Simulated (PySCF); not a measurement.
**C4H7FS2Si (SMILES F/C=C/[SiH]1SCCS1): density, localisation and related maps**

```yaml
atoms:
  - { symbol: F, position_ang: [3.8632, 0.3274, 1.0085] }
  - { symbol: C, position_ang: [2.6623, -0.0826, 0.5837] }
  - { symbol: C, position_ang: [2.2042, 0.2093, -0.6210] }
  - { symbol: Si, position_ang: [0.5382, -0.3571, -1.2542] }
  - { symbol: S, position_ang: [-0.8471, 1.2602, -1.5666] }
  - { symbol: C, position_ang: [-1.8951, 0.8805, -0.1163] }
  - { symbol: C, position_ang: [-2.0928, -0.6087, 0.0382] }
  - { symbol: S, position_ang: [-0.4925, -1.4561, 0.2779] }
  - { symbol: H, position_ang: [2.1485, -0.6689, 1.3327] }
  - { symbol: H, position_ang: [2.8234, 0.8035, -1.2768] }
  - { symbol: H, position_ang: [0.6128, -1.1217, -2.4907] }
  - { symbol: H, position_ang: [-2.8475, 1.3806, -0.2894] }
  - { symbol: H, position_ang: [-1.4167, 1.3079, 0.7651] }
  - { symbol: H, position_ang: [-2.5746, -1.0369, -0.8407] }
  - { symbol: H, position_ang: [-2.6907, -0.8294, 0.9220] }
```

Geometry: GFN2-xTB.

Computed with wB97X-D/def2-SVPD, SCF density, gas phase (PySCF 2.14.0).

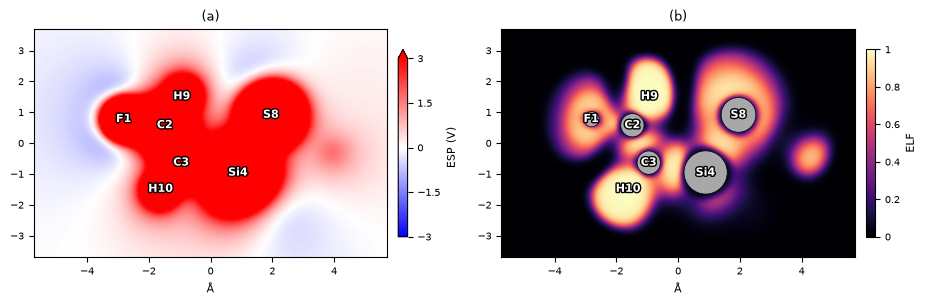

Figure 1. (a) molecular electrostatic potential; (b) ELF on the plane of atoms C3, C2 and H9. Grey discs cover the atomic cores in the ELF map.

**What does the map show?**

Atoms in the plane: F, C, Si, S and H.
C–C (1.32 Å): the ELF peaks at about 0.95 between the atoms: a multiple bond.
C–F (1.34 Å): the ELF peaks at about 0.85 between the atoms; a shared but strongly polarised pair.
C–Si (1.87 Å): the ELF peaks at about 0.95 between the atoms; localised, covalent bonding.
Si–S (2.15 Å): the ELF peaks at about 0.95 between the atoms; localised, covalent bonding.
C–H (1.08 Å): the ELF climbs to about 1 towards the hydrogen, as it does in any bond to H: a covalent bond by its length.
The ELF also peaks beside F1 and S8, away from the bonds: lone-pair regions.
Outside the dense part of the molecule the potential is most negative (−0.7 V) near F1.

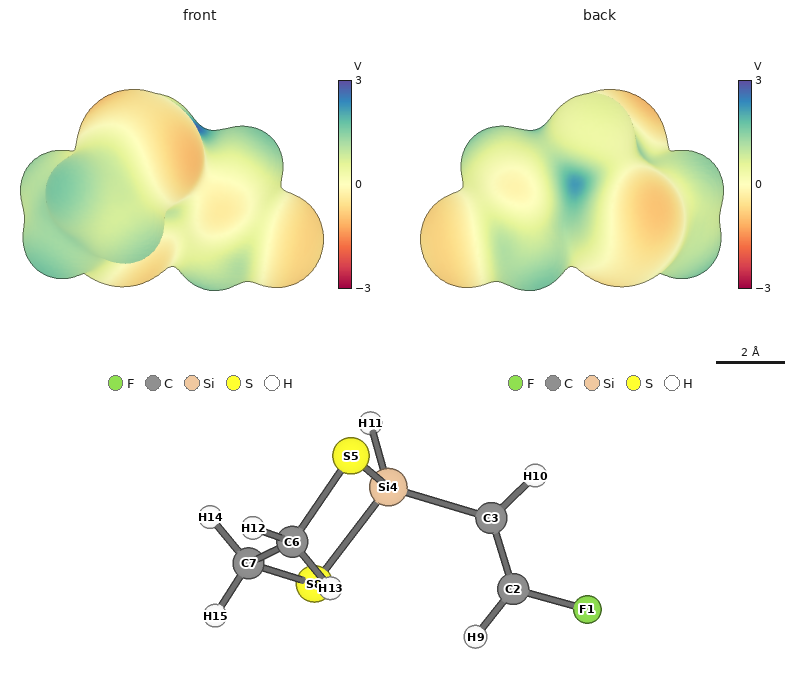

Figure 2. The electrostatic potential painted on the density surface at 0.004 e/bohr³, seen from the front and from behind; red is negative and blue positive. The bare structure is drawn below in the same view.

**Which sites attract a positive test charge, and which a negative one?**

A positive charge is drawn to the negative regions and a negative charge to the positive ones. The most negative region (about −1.0 V) lies over S5, the most positive (about +2.4 V) over Si4.

**What dipole moment does the calculation give?**

Its dipole moment is 1.89 D.
